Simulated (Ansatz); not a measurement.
## Zn2O2: geometry relaxation

Zn2O2, multiplicity 3, computed with UKS PBE0-D4/def2-TZVPPD (Ansatz 0.2.0).

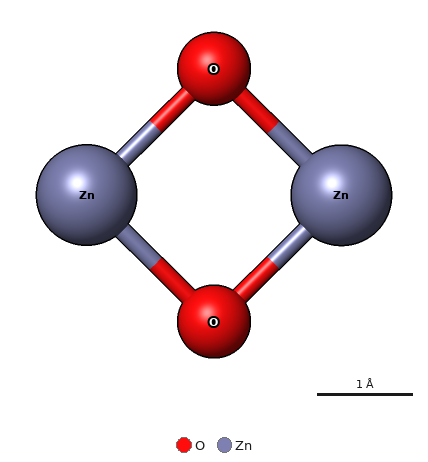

*The structure as given in the input (ball-and-stick view, seen on its broad side). Sticks mark near contacts.*

Results in brief

```tsv
quantity	value
outcome	converged
total energy	−100914.9270 eV
mean-field energy	−100914.8479 eV
⟨S²⟩	2.021
SCF solution under orbital rotations	stable
largest force (length of the vector) at the end	0.001 eV/Å
hardware	4 threads of Arm Neoverse N1, 98 GiB of memory available, shared host
wall time	2.7 min (CPU time 10 min)
peak memory	1.4 GiB
```

Input file
```yaml
crystal:
  periodic: [false, false, false]
  atoms:
    - { symbol: O, position_ang: [-1.31920683, -0.16534398, -0.05216422] }
    - { symbol: Zn, position_ang: [0.15652824, -1.35646069, 0.01376164] }
    - { symbol: O, position_ang: [1.3219744, 0.14058391, 0.05238737] }
    - { symbol: Zn, position_ang: [-0.1537658, 1.33175077, -0.01355479] }
magnetization:
  spin_polarized: true
  initial_magnetization: 2
basis:
  gaussian: { orbitals: def2-TZVPPD.json }
hamiltonian:
  xc: pbe0
  dispersion: d4
relax:
  f_tol: 0.002
  max_steps: 150
```

Launch command:
```bash
ansatz run input.yaml --threads 4 --pin off --max-ram 10240MiB --backend cpu --events-out ev --progress --plain --runs-dir out
```

Output
```
The last accepted step is kept in [file] (removed where the run ends without a failure and the disk answers)
Engine: ansatz 0.2.0, aarch64-unknown-linux-gnu
Functional definition: PBE0
  parameter a = 0.25
  parameter kappa = 0.804
  parameter beta = 0.06672455060314922
  exchange = (1 - a)*pbe_x(kappa = kappa, mu = beta*pi^2/3) + a*exact_x
  correlation = pbe_c(beta = beta)
1534 factors; their error is unknown
mean field evaluation 1: about -100898.0010 eV, gradient 7.3e1 eV
mean field evaluation 2: about -100737.7863 eV, gradient 1.9e2 eV
mean field evaluation 4: about -100913.7669 eV, gradient 2.3e1 eV
mean field evaluation 8: about -100914.6322 eV, gradient 1.9e-1 eV
mean field evaluation 16: about -100914.8416 eV, gradient 6.5e-4 eV
mean field evaluation 32: about -100913.8973 eV, gradient 6.3e0 eV
mean field -100914.84155729 eV, -3708.5520246939 hartree, gradient 2.3e-5 eV, S^2 2.021733; 6 other end points of the search recorded, 0 dependent functions left out
the calculation of the forces begins
reference -100914.84159337 eV, -3708.5520260199 hartree; 39, 37 occupied and 175, 177 virtual orbitals, 1534 factors
relax step   1: F+E_penalty+E_count = -100914.92043844 eV  Δ(F+E_penalty+E_count) = +0.000e0 eV  max|allowed force component| = 3.179e-1 eV/Å  Δτ_max = 0.0000 Å  (113 SCF iters, accepted)
these checks for a lower state are left out or cut short: starts, cluster_reference, orbital_swaps, neighbouring_geometries, increment
1534 factors; their error is unknown
mean field -100914.84665331 eV, -3708.5522119693 hartree, gradient 1.1e-5 eV, S^2 2.021162; 0 other end points of the search recorded, 0 dependent functions left out
the calculation of the forces begins
reference -100914.84668926 eV, -3708.5522132905 hartree; 39, 37 occupied and 175, 177 virtual orbitals, 1534 factors
relax step   2: F+E_penalty+E_count = -100914.92562263 eV  Δ(F+E_penalty+E_count) = -5.184e-3 eV  max|allowed force component| = 1.446e-1 eV/Å  Δτ_max = 0.0149 Å  (61 SCF iters, accepted)
these checks for a lower state are left out or cut short: starts, cluster_reference, orbital_swaps, neighbouring_geometries, increment
1534 factors; their error is unknown
mean field -100914.84789084 eV, -3708.5522574477 hartree, gradient 1.0e-5 eV, S^2 2.020773; 0 other end points of the search recorded, 0 dependent functions left out
the calculation of the forces begins
reference -100914.84792675 eV, -3708.5522587672 hartree; 39, 37 occupied and 175, 177 virtual orbitals, 1534 factors
relax step   3: F+E_penalty+E_count = -100914.92694499 eV  Δ(F+E_penalty+E_count) = -1.322e-3 eV  max|allowed force component| = 9.981e-3 eV/Å  Δτ_max = 0.0076 Å  (62 SCF iters, accepted)
these checks for a lower state are left out or cut short: starts, cluster_reference, orbital_swaps, neighbouring_geometries, increment
1534 factors; their error is unknown
mean field evaluation 64: about -100914.8479 eV, gradient 3.3e-5 eV
mean field -100914.84789402 eV, -3708.5522575646 hartree, gradient 3.3e-5 eV, S^2 2.020770; 0 other end points of the search recorded, 0 dependent functions left out
the calculation of the forces begins
reference -100914.84792993 eV, -3708.5522588844 hartree; 39, 37 occupied and 175, 177 virtual orbitals, 1534 factors
relax step   4: F+E_penalty+E_count = -100914.92695148 eV  Δ(F+E_penalty+E_count) = -6.498e-6 eV  max|allowed force component| = 7.797e-4 eV/Å  Δτ_max = 0.0007 Å  (51 SCF iters, accepted)
1534 factors; their error is unknown
mean field evaluation 96: about -100914.8479 eV, gradient 3.3e-5 eV
```

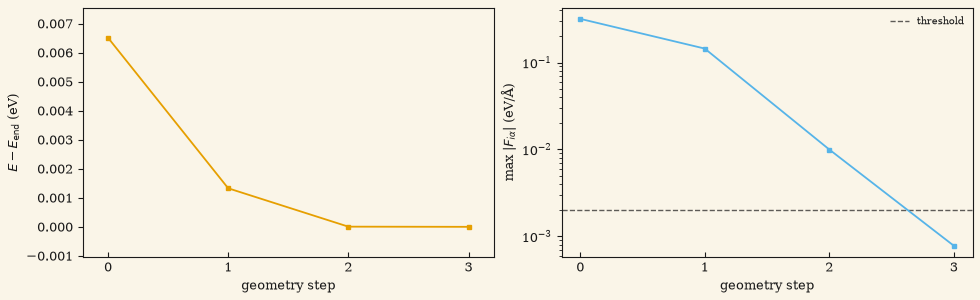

*Progress of the relaxation, step by step (the first geometry is step 0 here and step 1 in the log).*

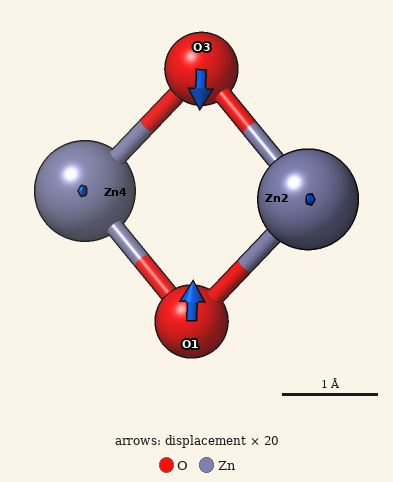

*The starting structure with the displacements as blue arrows, magnified 20 times (ball-and-stick view, seen at a tilt). The two geometries are laid on each other by the best rigid fit.*

The largest moves after the best rigid fit, 0.022 Å, are those of O1 and O3. By element the largest moves are O 0.022 Å, Zn 0.005 Å. Among the contacts that change: O1–Zn2 1.898 → 1.885 Å. Over 3 geometry steps the energy falls by 0.007 eV. The largest force component goes from 0.32 to 0.00078 eV/Å. (Atoms are counted from 1 in the order of the input.)

```
mean field -100914.84789402 eV, -3708.5522575646 hartree, gradient 3.3e-5 eV, S^2 2.020770; 3 other end points of the search recorded, 0 dependent functions left out
the calculation of the forces begins
reference -100914.84792993 eV, -3708.5522588844 hartree; 39, 37 occupied and 175, 177 virtual orbitals, 1534 factors
Total energy: -100914.92698740 eV, -3708.5551641925 hartree
Atom 0 at    -1.297048    -0.162769    -0.051291 Å, force    -0.000210     0.000019    -0.000009 eV/Å
Atom 1 at     0.157067    -1.361128     0.013813 Å, force    -0.000080     0.000695    -0.000007 eV/Å
Atom 2 at     1.299813     0.138026     0.051506 Å, force     0.000200     0.000066     0.000008 eV/Å
Atom 3 at    -0.154303     1.336400    -0.013598 Å, force     0.000090    -0.000780     0.000008 eV/Å
Dipole moment:     0.000002    -0.000021     0.000000 e Å
```

Trajectory as extended XYZ (Å, eV, eV/Å), 4 frames, from step=1 to step=4
```
4
Properties=species:S:1:pos:R:3:forces:R:3 step=1 energy=-100914.92044
O    -1.3192   -0.1653   -0.0522    0.3179   0.0369   0.0126
Zn    0.1565   -1.3565    0.0138   -0.0167   0.1451  -0.0015
O     1.3220    0.1406    0.0524   -0.3179  -0.0367  -0.0126
Zn   -0.1538    1.3318   -0.0136    0.0168  -0.1453   0.0015
4
Properties=species:S:1:pos:R:3:forces:R:3 step=2 energy=-100914.92562
O    -1.3044   -0.1636   -0.0516    0.1446   0.0169   0.0057
Zn    0.1573   -1.3632    0.0138   -0.0132   0.1140  -0.0012
O     1.3072    0.1389    0.0518   -0.1446  -0.0166  -0.0057
Zn   -0.1545    1.3385   -0.0136    0.0132  -0.1142   0.0012
4
Properties=species:S:1:pos:R:3:forces:R:3 step=3 energy=-100914.92694
O    -1.2968   -0.1627   -0.0513    0.0027   0.0004   0.0001
Zn    0.1571   -1.3618    0.0138   -0.0011   0.0098  -0.0001
O     1.2996    0.1380    0.0515   -0.0027  -0.0002  -0.0001
Zn   -0.1544    1.3371   -0.0136    0.0012  -0.0100   0.0001
4
Properties=species:S:1:pos:R:3:forces:R:3 step=4 energy=-100914.92695
O    -1.2970   -0.1628   -0.0513   -0.0002   0.0000   0.0000
Zn    0.1571   -1.3611    0.0138   -0.0001   0.0007   0.0000
O     1.2998    0.1380    0.0515    0.0002   0.0001   0.0000
Zn   -0.1543    1.3364   -0.0136    0.0001  -0.0008   0.0000
```
